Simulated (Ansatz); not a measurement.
# CH4B2O2: geometry optimisation in Python

What geometry does CH4B2O2 take? The task is a geometry optimisation, for CH4B2O2.

Program: Ansatz 0.2.0 through its Python package. Level of theory: B3LYP/def2-SVP. These are calculated values, not measurements.

### 1 The system

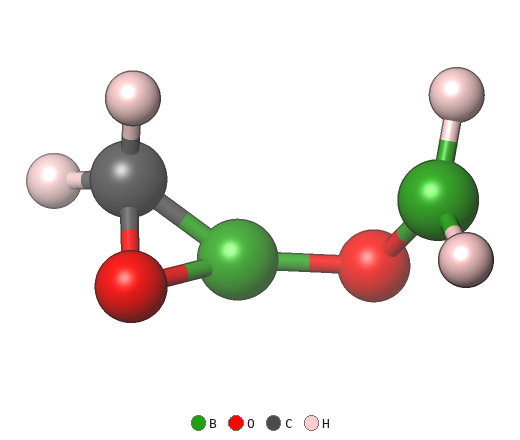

The starting structure, viewed from a chosen angle; boron green, oxygen red, carbon dark grey, hydrogen pink.

No structure file is read: the coordinates are typed or built in the script.

### 2 The script

ch4b2o2_opt.py reads:

```python
"""Relax the CH4B2O2 molecule."""

import itertools

import ansatz as az
from ase import Atoms
from ase.data import atomic_numbers, covalent_radii
import numpy as np


def main() -> None:
    atoms = Atoms(["B", "O", "B", "C", "O", "H", "H", "H", "H"], positions=[
        (1.5756, -0.3011, -0.9265),
        (1.4497, 0.0116, 0.4962),
        (0.0318, 0.3982, 0.7406),
        (-1.3715, -0.0222, 0.7095),
        (-1.1147, 1.2738, 0.4824),
        (1.8273, 0.6214, -1.6911),
        (1.3769, -1.3499, -1.3411),
        (-1.9013, -0.1655, 1.6882),
        (-1.7853, -0.5126, -0.1753),
    ])
    molecule = az.Crystal.molecule_from_ase(atoms)

    job = molecule.calculation().basis(gaussian="def2-SVP").functional("b3lyp")
    symbols = [site.symbol for site in molecule.cartesian_sites]
    start = np.array([site.position_ang for site in molecule.cartesian_sites], dtype=float)
    r = job.relax(force_tolerance=0.005, max_steps=100).run().report
    end = np.array(r["positions_ang"])

    for key in ("converged", "free_energy_ev", "reference_energy_ev", "n_frozen", "n_occupied", "n_virtual"):
        print(f"{key:22s} {r[key]}")

    # pairs closer than 1.2 times the sum of covalent radii, before or after
    radius = [covalent_radii[atomic_numbers[s]] for s in symbols]
    span = lambda where, i, j: np.linalg.norm(where[i] - where[j])
    bonded = [(i, j) for i, j in itertools.combinations(range(len(symbols)), 2) if min(span(start, i, j), span(end, i, j)) < 1.2 * (radius[i] + radius[j])]
    print("pair        before    after (A)")
    for i, j in bonded:
        print(f"{symbols[i]}{i}-{symbols[j]}{j}".ljust(10), f"{span(start, i, j):8.4f} {span(end, i, j):8.4f}")


if __name__ == "__main__":
    main()
```

### 3 What the engine is handed

The engine receives this input:

```yaml
crystal:
  periodic: [false, false, false]
  atoms:
    - { symbol: B, position_ang: [1.5756, -0.3011, -0.9265] }
    - { symbol: O, position_ang: [1.4497, 0.0116, 0.4962] }
    - { symbol: B, position_ang: [0.0318, 0.3982, 0.7406] }
    - { symbol: C, position_ang: [-1.3715, -0.0222, 0.7095] }
    - { symbol: O, position_ang: [-1.1147, 1.2738, 0.4824] }
    - { symbol: H, position_ang: [1.8273, 0.6214, -1.6911] }
    - { symbol: H, position_ang: [1.3769, -1.3499, -1.3411] }
    - { symbol: H, position_ang: [-1.9013, -0.1655, 1.6882] }
    - { symbol: H, position_ang: [-1.7853, -0.5126, -0.1753] }
basis:
  gaussian:
    orbitals: def2-SVP
hamiltonian:
  xc: b3lyp
relax:
  f_tol: 0.005
  max_steps: 100
```

### 4 The run

On the command line:

```sh
> python ch4b2o2_opt.py
```

What it wrote:

```text
converged              True
free_energy_ev         -6545.7434149952605
reference_energy_ev    -6545.7434149952605
n_frozen               0
n_occupied             [18, 18]
n_virtual              [72, 72]
pair        before    after (A)
B0-O1        1.4621   1.3420
B0-H5        1.2243   1.2077
B0-H6        1.1451   1.2077
O1-B2        1.4898   1.3268
B2-C3        1.4652   1.5158
B2-O4        1.4655   1.3337
C3-O4        1.3406   1.5248
C3-H7        1.1221   1.0970
C3-H8        1.0930   1.0970
```

Wall time 2.5 min (1 thread of Arm Neoverse V1, shared host); peak memory 0.25 GiB.

### 5 What the engine kept of the run

From the engine's report, whether the script printed it or not:

```csv
item,value
SCF cycles in all,315
orbitals,90
total energy (eV),-6545.74341
```

### 6 Path of the relaxation

Step by step:

```
step  E - E(step 1) (eV)  largest force component (eV/Å)
   1              0.0000                          4.8608
   2             -1.2152                          2.9186
   3             -1.6673                          1.3038
   4             -1.8296                          0.6590
   5             -1.9310                          0.6416
   6             -2.0289                          0.4964
   7             -2.1229                          0.4171
   8             -2.2053                          0.3048
   9             -2.2618                          0.2201
  10             -2.2840                          0.1672
  11             -2.2849                          0.2056
  12             -2.2858                          0.2447
  13             -2.2913                          0.0832
  14             -2.2926                          0.0402
  15             -2.2932                          0.0709
  16             -2.2935                          0.0554
  17             -2.2938                          0.0536
  18             -2.2937                          0.0591
  19             -2.2938                          0.0384
  20             -2.2940                          0.0174
  21             -2.2940                          0.0082
  22             -2.2940                          0.0185
  23             -2.2940                          0.0439
  24             -2.2939                          0.0941
  25             -2.2941                          0.0052
  26             -2.2941                          0.0016
  27             -2.2941                          0.0120
  28             -2.2806                          0.3321
  29             -2.2941                          0.0226
  30             -2.2942                          0.0068
  31             -2.2942                          0.0106
  32             -2.2942                          0.0136
  33             -2.2942                          0.0110
  34             -2.2942                          0.0171
  35             -2.2942                          0.0210
  36             -2.2943                          0.0191
  37             -2.2942                          0.0388
  38             -2.2943                          0.0126
  39             -2.2943                          0.0071
  40             -2.2943                          0.0067
  41             -2.2943                          0.0052
  42             -2.2943                          0.0046
```

Step 1 is the start. Steps 18, 24, 28, 29, 37 were tried and not accepted.

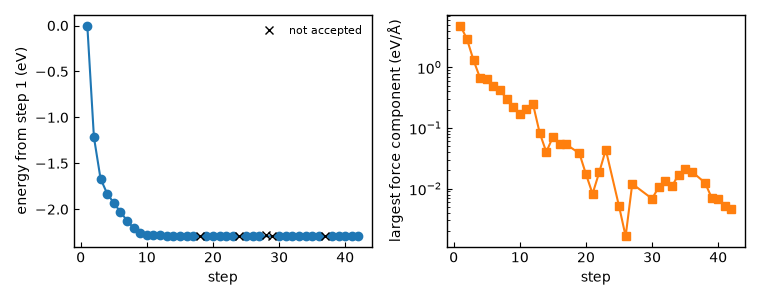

Energy and largest force along the relaxation.

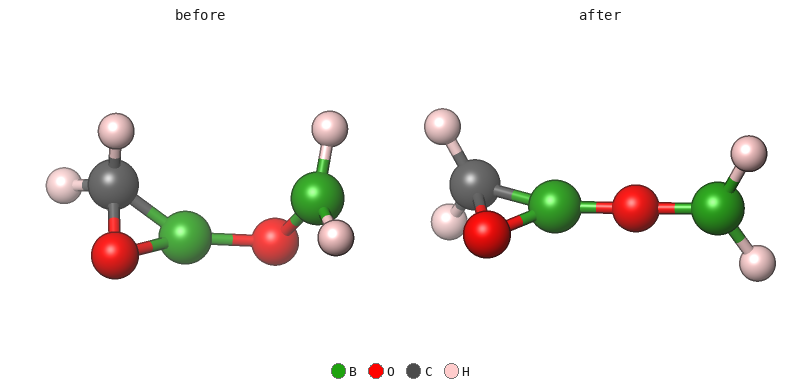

Before and after, at one scale.

Before: Bond lengths: B1–O2 1.462 Å, O2–B3 1.490 Å, B3–C4 1.465 Å, B3–O5 1.466 Å, C4–O5 1.341 Å, B1–H6 1.224 Å, B1–H7 1.145 Å, C4–H8 1.122 Å, C4–H9 1.093 Å. Angles: B1–O2–B3 107.3°, O2–B1–H6 117.7°, O2–B1–H7 122.2°, H6–B1–H7 120.0°, O2–B3–C4 146.5°, O2–B3–O5 150.5°, C4–B3–O5 54.4°, B3–C4–O5 62.8°, B3–C4–H8 118.1°, B3–C4–H9 120.6°, O5–C4–H8 111.2°, O5–C4–H9 111.7°, H8–C4–H9 118.0°, B3–O5–C4 62.8°.

After: Bond lengths: B1–O2 1.342 Å, O2–B3 1.327 Å, B3–C4 1.516 Å, B3–O5 1.334 Å, C4–O5 1.525 Å, B1–H6 1.208 Å, B1–H7 1.208 Å, C4–H8 1.097 Å, C4–H9 1.097 Å. Angles: B1–O2–B3 178.4°, O2–B1–H6 118.7°, O2–B1–H7 118.7°, H6–B1–H7 122.6°, O2–B3–C4 156.9°, O2–B3–O5 138.7°, C4–B3–O5 64.3°, B3–C4–O5 52.0°, B3–C4–H8 122.8°, B3–C4–H9 122.7°, O5–C4–H8 112.5°, O5–C4–H9 112.5°, H8–C4–H9 114.0°, B3–O5–C4 63.6°.

### 7 Outcome

```
                    quantity          value
                total energy  -6545.7434 eV
               dipole moment         1.41 D
     moves of the relaxation             36
               energy gained       2.294 eV
last largest force component    0.0046 eV/Å
```

What this shows: After 36 moves the largest shift is 1.579 Å, of atom 6 (H). So large a move can change the bonding: the results belong to the relaxed structure. Notes:
- The end point is the stationary point reached from this start; no frequency run checks that it is a minimum, and the basis set is modest.
- b3lyp holds the VWN-RPA fit, as in Gaussian; the form of ORCA and Turbomole is b3lyp5.
